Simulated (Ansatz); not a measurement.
## Nudged elastic band of WH₆

WH₆, computed with RKS BLYP/def2-SVP (Ansatz 0.2.0).

It belongs to a series of runs on one base structure; here: band between the two ends. Figures and captions count atoms from 1; the log counts them from 0 in places.

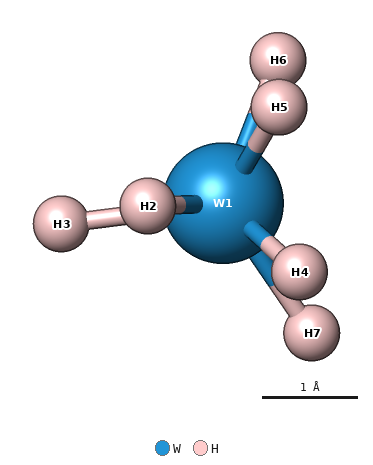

*The input geometry (ball-and-stick view, seen at a tilt; atoms are numbered from 1 in the order of the input). Sticks mark near contacts.*

Bond lengths as drawn: H–W 1.68 to 1.72 Å.

## Input file
```yaml
crystal:
  periodic: [false, false, false]
  atoms:
    - { symbol: W, position_ang: [0.357169, -0.236605, -0.09077] }
    - { symbol: H, position_ang: [0.33155, 0.676639, 1.321932] }
    - { symbol: H, position_ang: [1.843452, -0.309248, 0.777815] }
    - { symbol: H, position_ang: [-0.503476, 1.208504, -0.122244] }
    - { symbol: H, position_ang: [-1.089898, -0.180587, 0.76526] }
    - { symbol: H, position_ang: [-0.504558, -1.727917, -0.142214] }
    - { symbol: H, position_ang: [0.465462, 0.569214, -1.610076] }
basis:
  gaussian: { orbitals: def2-SVP }
hamiltonian:
  xc: blyp
neb:
  order_check: false
  images: 9
  f_tol: 0.03
  max_iterations: 29
  final_atoms:
    - { symbol: W, position_ang: [-0.96290365, -0.09955653, -0.94445081] }
    - { symbol: H, position_ang: [2.58879779, 0.26761192, 3.08404265] }
    - { symbol: H, position_ang: [3.12728829, 0.230341, 2.53974966] }
    - { symbol: H, position_ang: [-0.38969451, 1.38986021, -0.30713338] }
    - { symbol: H, position_ang: [-2.62158347, -0.37906779, -0.59176636] }
    - { symbol: H, position_ang: [-0.18345358, -1.46558857, -0.25197807] }
    - { symbol: H, position_ang: [-0.65874985, 0.05639976, -2.62876068] }
  initial_path:
    images:
      - { positions_ang: [[0.357169, -0.236605, -0.09077], [0.33155, 0.676639, 1.321932], [1.843452, -0.309248, 0.777815], [-0.503476, 1.208504, -0.122244], [-1.089898, -0.180587, 0.76526], [-0.504558, -1.727917, -0.142214], [0.465462, 0.569214, -1.610076]] }
      - { positions_ang: [[0.28510904, -0.18989113, -0.07196673], [0.46348862, 0.54203148, 1.38667987], [1.81196382, -0.23695819, 0.80512443], [-0.41897748, 1.30974947, -0.08910737], [-1.21607812, -0.16084498, 0.6213461], [-0.38870204, -1.72649414, -0.12116049], [0.36289716, 0.4624075, -1.63121281]] }
      - { positions_ang: [[0.21304908, -0.14317727, -0.05316346], [0.59542724, 0.40742396, 1.45142774], [1.78047564, -0.16466838, 0.83243386], [-0.33447897, 1.41099494, -0.05597073], [-1.34225823, -0.14110296, 0.47743219], [-0.27284608, -1.72507127, -0.10010698], [0.26033232, 0.35560099, -1.65234962]] }
      - { positions_ang: [[0.14098911, -0.0964634, -0.03436019], [0.72736587, 0.27281644, 1.51617562], [1.74898745, -0.09237857, 0.85974329], [-0.24998045, 1.5122404, -0.0228341], [-1.46843835, -0.12136094, 0.33351829], [-0.15699012, -1.72364841, -0.07905348], [0.15776748, 0.24879449, -1.67348643]] }
      - { positions_ang: [[0.06892915, -0.04974954, -0.01555692], [0.85930449, 0.13820891, 1.58092349], [1.71749927, -0.02008877, 0.88705272], [-0.16548194, 1.61348587, 0.01030253], [-1.59461846, -0.10161893, 0.18960439], [-0.04113416, -1.72222555, -0.05799997], [0.05520264, 0.14198799, -1.69462325]] }
      - { positions_ang: [[-0.00313081, -0.00303567, 0.00324635], [0.99124311, 0.00360139, 1.64567136], [1.68601109, 0.05220104, 0.91436215], [-0.08098342, 1.71473134, 0.04343917], [-1.72079858, -0.08187691, 0.04569049], [0.0747218, -1.72080268, -0.03694646], [-0.0473622, 0.03518149, -1.71576006]] }
      - { positions_ang: [[-0.19508538, -0.02233984, -0.18629308], [1.31075405, 0.0564035, 1.93334562], [1.97426653, 0.08782903, 1.23943965], [-0.14272564, 1.64975712, -0.02667534], [-1.90095556, -0.14131508, -0.08180088], [0.02308673, -1.66975986, -0.07995278], [-0.16963973, 0.03942514, -1.89836018]] }
      - { positions_ang: [[-0.38703995, -0.04164401, -0.37583251], [1.63026498, 0.1092056, 2.22101988], [2.26252197, 0.12345702, 1.56451715], [-0.20446786, 1.58478289, -0.09678985], [-2.08111253, -0.20075326, -0.20929225], [-0.02854835, -1.61871704, -0.12295911], [-0.29191726, 0.04366879, -2.0809603]] }
      - { positions_ang: [[-0.57899452, -0.06094819, -0.56537195], [1.94977592, 0.16200771, 2.50869413], [2.55077741, 0.15908502, 1.88959466], [-0.26621008, 1.51980866, -0.16690436], [-2.26126951, -0.26019144, -0.33678362], [-0.08018343, -1.56767422, -0.16596543], [-0.41419479, 0.04791245, -2.26356043]] }
      - { positions_ang: [[-0.77094909, -0.08025236, -0.75491138], [2.26928685, 0.21480982, 2.79636839], [2.83903285, 0.19471301, 2.21467216], [-0.3279523, 1.45483444, -0.23701887], [-2.44142649, -0.31962962, -0.46427499], [-0.1318185, -1.51663139, -0.20897175], [-0.53647232, 0.0521561, -2.44616055]] }
      - { positions_ang: [[-0.96290365, -0.09955653, -0.94445081], [2.58879779, 0.26761192, 3.08404265], [3.12728829, 0.230341, 2.53974966], [-0.38969451, 1.38986021, -0.30713338], [-2.62158347, -0.37906779, -0.59176636], [-0.18345358, -1.46558857, -0.25197807], [-0.65874985, 0.05639976, -2.62876068]] }
```

Run as:
```bash
ansatz run input.yaml --threads 1 --pin off --max-ram 2048MiB --backend cpu --events-out ev --progress --plain --runs-dir out
```

## The program's output
```
Engine: ansatz 0.2.0, aarch64-unknown-linux-gnu
Functional definition: BLYP
  parameter beta = 0.0042
  parameter a = 0.04918
  parameter b = 0.132
  parameter c = 0.2533
  parameter d = 0.349
  exchange = b88_x(beta = beta)
  correlation = lyp_c(a = a, b = b, c = c, d = d)
655 factors; their error is unknown
mean field evaluation 1: about -1917.3150 eV, gradient 2.4e1 eV
mean field evaluation 2: about -1916.0750 eV, gradient 3.4e1 eV
mean field evaluation 4: about -1919.1880 eV, gradient 4.9e0 eV
mean field evaluation 8: about -1919.2201 eV, gradient 1.2e-1 eV
mean field -1919.22015023 eV, -70.5300396268 hartree, gradient 1.7e-5 eV, S^2 0.000000; 0 other end points of the search recorded, 0 dependent functions left out
the calculation of the forces begins
reference -1919.22049470 eV, -70.5300522857 hartree; 10, 10 occupied and 52, 52 virtual orbitals, 655 factors
655 factors; their error is unknown
mean field evaluation 16: about -1915.6072 eV, gradient 1.8e1 eV
mean field evaluation 32: about -1917.1233 eV, gradient 1.6e-5 eV
mean field evaluation 64: about -1917.0604 eV, gradient 3.1e-3 eV
mean field -1917.12330343 eV, -70.4529819283 hartree, gradient 1.6e-5 eV, S^2 0.000000; 6 other end points of the search recorded, 0 dependent functions left out
[... from here on the field's lines of each further geometry are left out, up to the last ...]
NEB iter   1: max|band force component| = 5.163e0 eV/Å  barrier→ = 5.0125 eV  barrier← = 2.9156 eV  Δτ_max = 0.2000 Å  (1886 SCF iters)
NEB iter   2: max|band force component| = 4.894e0 eV/Å  barrier→ = 3.5918 eV  barrier← = 1.4950 eV  Δτ_max = 0.1019 Å  (750 SCF iters)
NEB iter   3: max|band force component| = 1.391e0 eV/Å  barrier→ = 3.0732 eV  barrier← = 0.9763 eV  Δτ_max = 0.2000 Å  (753 SCF iters)
NEB iter   4: max|band force component| = 2.680e0 eV/Å  barrier→ = 2.5080 eV  barrier← = 0.4112 eV  Δτ_max = 0.1047 Å  (659 SCF iters)
NEB iter   5: max|band force component| = 1.179e0 eV/Å  barrier→ = 2.2338 eV  barrier← = 0.1369 eV  Δτ_max = 0.2000 Å  (600 SCF iters)
NEB iter   6: max|band force component| = 4.244e0 eV/Å  barrier→ = 2.2306 eV  barrier← = 0.1337 eV  Δτ_max = 0.2000 Å  (601 SCF iters)
NEB iter   7: max|band force component| = 1.692e0 eV/Å  barrier→ = 2.2076 eV  barrier← = 0.1108 eV  Δτ_max = 0.2000 Å  (582 SCF iters)
NEB iter   8: max|band force component| = 1.100e0 eV/Å  barrier→ = 2.1507 eV  barrier← = 0.0539 eV  Δτ_max = 0.1878 Å  (628 SCF iters)
NEB iter   9: max|band force component| = 6.557e-1 eV/Å  barrier→ = 2.1323 eV  barrier← = 0.0355 eV  Δτ_max = 0.1907 Å  (693 SCF iters)
NEB iter  10: max|band force component| = 2.336e-1 eV/Å  barrier→ = 2.1247 eV  barrier← = 0.0278 eV  CI = image 6  Δτ_max = 0.1378 Å  (664 SCF iters)
NEB iter  11: max|band force component| = 2.917e-1 eV/Å  barrier→ = 2.1226 eV  barrier← = 0.0257 eV  CI = image 6  Δτ_max = 0.0704 Å  (575 SCF iters)
NEB iter  12: max|band force component| = 1.587e-1 eV/Å  barrier→ = 2.1226 eV  barrier← = 0.0257 eV  CI = image 6  Δτ_max = 0.0703 Å  (621 SCF iters)
NEB iter  13: max|band force component| = 1.523e-1 eV/Å  barrier→ = 2.1224 eV  barrier← = 0.0255 eV  CI = image 6  Δτ_max = 0.0696 Å  (585 SCF iters)
NEB iter  14: max|band force component| = 4.599e-2 eV/Å  barrier→ = 2.1224 eV  barrier← = 0.0255 eV  CI = image 6  Δτ_max = 0.1381 Å  (598 SCF iters)
the calculation of the forces begins
reference -1917.12201073 eV, -70.4529344225 hartree; 10, 10 occupied and 52, 52 virtual orbitals, 655 factors
655 factors; their error is unknown
mean field evaluation 2816: about -1916.9939 eV, gradient 1.2e-2 eV
mean field evaluation 2848: about -1916.9947 eV, gradient 5.2e-1 eV
mean field -1917.09786928 eV, -70.4520472405 hartree, gradient 2.4e-5 eV, S^2 0.000000; 7 other end points of the search recorded, 0 dependent functions left out
the calculation of the forces begins
reference -1917.09823133 eV, -70.4520605454 hartree; 10, 10 occupied and 52, 52 virtual orbitals, 655 factors
NEB iter  15: max|band force component| = 1.694e-2 eV/Å  barrier→ = 2.1223 eV  barrier← = 0.0254 eV  CI = image 6  Δτ_max = 0.0000 Å  (1622 SCF iters)
```

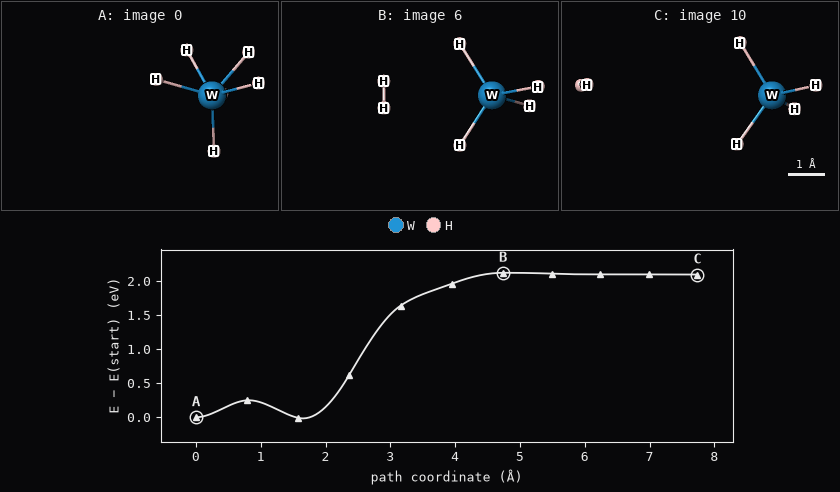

*Images of the last band (counted from 0; ball-and-stick, seen at a tilt) above the energy along the path; the line is a cubic interpolation that uses the forces.*

The highest image is number 6, 2.122 eV above the start and 0.025 eV above the end (the climbing image); the end lies 2.097 eV above the start. The path is 7.74 Å long. The band converged in 15 iterations.

```
Total energy: -1917.09823133 eV, -70.4520605454 hartree
Atom 0 at    -0.424254    -0.020727    -0.428420 Å, force     0.003144     0.000076     0.000952 eV/Å
Atom 1 at     1.670544     0.443346     1.739452 Å, force    -0.004340     0.000169     0.003074 eV/Å
Atom 2 at     1.741641    -0.321498     1.690561 Å, force    -0.001694    -0.000342     0.001277 eV/Å
Atom 3 at     0.104226     1.458999     0.258381 Å, force     0.002713    -0.001209    -0.005088 eV/Å
Atom 4 at    -2.126956    -0.213552    -0.285192 Å, force     0.001080     0.000625     0.003923 eV/Å
Atom 5 at     0.413888    -1.431831     0.067600 Å, force     0.002679     0.000301    -0.004007 eV/Å
Atom 6 at    -0.479389     0.085263    -2.142679 Å, force    -0.003581     0.000380    -0.000131 eV/Å
Dipole moment:     0.127121     0.005348     0.128155 e Å
this run last wrote the band of iteration 15 to [file]
```

## The last band as extended XYZ (Å, eV, eV/Å)
```
7
Properties=species:S:1:pos:R:3:forces:R:3 image=0 energy=-1919.22015
W     0.3572   -0.2366   -0.0908   -0.0055   0.0062   0.0067
H     0.3316    0.6766    1.3219   -0.0052   0.0013  -0.0023
H     1.8435   -0.3092    0.7778    0.0089  -0.0037  -0.0001
H    -0.5035    1.2085   -0.1222   -0.0003   0.0001   0.0027
H    -1.0899   -0.1806    0.7653    0.0002   0.0025   0.0013
H    -0.5046   -1.7279   -0.1422   -0.0006  -0.0072  -0.0020
H     0.4655    0.5692   -1.6101    0.0025   0.0008  -0.0064
7
Properties=species:S:1:pos:R:3:forces:R:3 image=1 energy=-1918.97105
W     0.2826   -0.0995   -0.1234    0.0055  -0.0100   0.0009
H     0.6504    0.8595    1.2287   -0.0209  -0.0123   0.0094
H     1.6650   -0.5549    0.7822    0.0142   0.0140   0.0004
H    -0.6516    1.2708    0.2129    0.0110  -0.0003  -0.0248
H    -1.2887   -0.2818    0.4939    0.0113   0.0080   0.0201
H    -0.2923   -1.7062    0.0402   -0.0147  -0.0043  -0.0111
H     0.5344    0.5120   -1.7348   -0.0064   0.0049   0.0051
7
Properties=species:S:1:pos:R:3:forces:R:3 image=2 energy=-1919.22951
W     0.1932    0.0396   -0.1195   -0.0324   0.0188  -0.0151
H     1.0146    1.0037    1.0096    0.0526  -0.0653   0.0083
H     1.4153   -0.7710    0.7408   -0.0660   0.0476   0.0608
H    -0.7353    1.2727    0.5822    0.0694   0.0284   0.0914
H    -1.4216   -0.3223    0.2416   -0.0676  -0.0124  -0.1538
H    -0.1850   -1.5815    0.2232    0.1276   0.0128   0.0479
H     0.6184    0.3588   -1.7781   -0.0837  -0.0300  -0.0395
7
Properties=species:S:1:pos:R:3:forces:R:3 image=3 energy=-1918.59371
W     0.1193    0.0265   -0.1649    0.4148   0.0324   0.1689
H     1.1266    0.7262    1.0456   -0.0053   0.5501  -0.4027
H     1.2977   -0.6020    0.9231    0.1335  -0.4521  -0.4959
H    -0.3562    1.4320    0.6540   -0.7282  -0.1392   0.0933
H    -1.5965   -0.2114   -0.0413    0.4122   0.0252   0.3974
H     0.0301   -1.5724    0.3883   -0.7377  -0.0719   0.1024
H     0.2787    0.2011   -1.9051    0.5107   0.0556   0.1366
7
Properties=species:S:1:pos:R:3:forces:R:3 image=4 energy=-1917.58065
W    -0.0923    0.0050   -0.2322    0.1487   0.0052   0.0022
H     1.1900    0.4756    1.1713   -0.0845   0.0444  -0.2988
H     1.2734   -0.3905    1.1139   -0.0683  -0.0162  -0.3180
H     0.0432    1.5135    0.5708   -0.1905  -0.0228   0.2587
H    -1.8073   -0.1834   -0.1304    0.1657   0.0103   0.1077
H     0.3465   -1.5376    0.3732   -0.1948  -0.0475   0.2628
H    -0.0540    0.1174   -1.9669    0.2236   0.0267  -0.0146
7
Properties=species:S:1:pos:R:3:forces:R:3 image=5 energy=-1917.25977
W    -0.2740   -0.0070   -0.2063    0.0934  -0.0111   0.1626
H     1.3405    0.4063    1.4438   -0.2332   0.0038  -0.1835
H     1.4019   -0.3866    1.3887   -0.2328  -0.0106  -0.1899
H     0.2859    1.5379    0.2793    0.1063   0.0471  -0.0050
H    -2.0000   -0.1527   -0.1436    0.0903   0.0000   0.0854
H     0.5357   -1.4926    0.0637    0.1074  -0.0297  -0.0087
H    -0.3904    0.0948   -1.9259    0.0687   0.0006   0.1391
7
Properties=species:S:1:pos:R:3:forces:R:3 image=6 energy=-1917.09787
W    -0.4243   -0.0207   -0.4284    0.0031   0.0001   0.0010
H     1.6705    0.4433    1.7395   -0.0043   0.0002   0.0031
H     1.7416   -0.3215    1.6906   -0.0017  -0.0003   0.0013
H     0.1042    1.4590    0.2584    0.0027  -0.0012  -0.0051
H    -2.1270   -0.2136   -0.2852    0.0011   0.0006   0.0039
H     0.4139   -1.4318    0.0676    0.0027   0.0003  -0.0040
H    -0.4794    0.0853   -2.1427   -0.0036   0.0004  -0.0001
7
Properties=species:S:1:pos:R:3:forces:R:3 image=7 energy=-1917.11085
W    -0.5855   -0.0484   -0.6038   -0.0236  -0.0009  -0.0154
H     2.0376    0.4572    2.1298    0.0230   0.0131   0.0359
H     1.8377   -0.2295    1.8544   -0.0015  -0.0112  -0.0061
H     0.0069    1.4419    0.0196   -0.0045  -0.0113  -0.0203
H    -2.2211   -0.3470   -0.1743    0.0041  -0.0056   0.0163
H     0.2477   -1.4400   -0.0261   -0.0087   0.0091  -0.0068
H    -0.4236    0.1659   -2.2999    0.0111   0.0067  -0.0036
7
Properties=species:S:1:pos:R:3:forces:R:3 image=8 energy=-1917.12110
W    -0.7249   -0.0665   -0.7317   -0.0018   0.0021  -0.0031
H     2.2928    0.4884    2.4795    0.0080  -0.0069   0.0039
H     2.2291   -0.1732    2.0975   -0.0053   0.0073   0.0021
H    -0.1283    1.4138   -0.0947   -0.0072   0.0052  -0.0015
H    -2.3662   -0.3650   -0.3177    0.0039   0.0029   0.0043
H     0.1044   -1.4375   -0.1089    0.0001  -0.0052  -0.0075
H    -0.5073    0.1400   -2.4243    0.0022  -0.0055   0.0018
7
Properties=species:S:1:pos:R:3:forces:R:3 image=9 energy=-1917.12162
W    -0.8453   -0.0857   -0.8296   -0.0003   0.0066  -0.0049
H     2.3917    0.4236    2.7974    0.0124  -0.0087  -0.0107
H     2.7377   -0.0116    2.2691   -0.0094   0.0090   0.0149
H    -0.2718    1.4010   -0.1845    0.0036  -0.0053   0.0014
H    -2.5014   -0.3635   -0.4659   -0.0044  -0.0056   0.0015
H    -0.0511   -1.4615   -0.1725   -0.0010   0.0039   0.0023
H    -0.5601    0.0976   -2.5143   -0.0009   0.0001  -0.0044
7
Properties=species:S:1:pos:R:3:forces:R:3 image=10 energy=-1917.12330
W    -0.9629   -0.0996   -0.9445   -0.0017  -0.0001  -0.0016
H     2.5888    0.2676    3.0840    0.0029   0.0002  -0.0010
H     3.1273    0.2303    2.5398   -0.0010  -0.0001   0.0029
H    -0.3897    1.3899   -0.3071    0.0004   0.0043   0.0050
H    -2.6216   -0.3791   -0.5918   -0.0049   0.0024  -0.0014
H    -0.1835   -1.4656   -0.2520    0.0054  -0.0037   0.0007
H    -0.6587    0.0564   -2.6288   -0.0011  -0.0030  -0.0046
```

## Results in brief

- outcome: converged
- barrier, forward: 2.122 eV
- barrier, backward: 0.025 eV
- hardware: 1 thread of Arm Neoverse V2, 24 GiB of memory available, shared host
- wall time: 7.1 min
- peak memory: 0.12 GiB

The order of the saddle point was not checked.
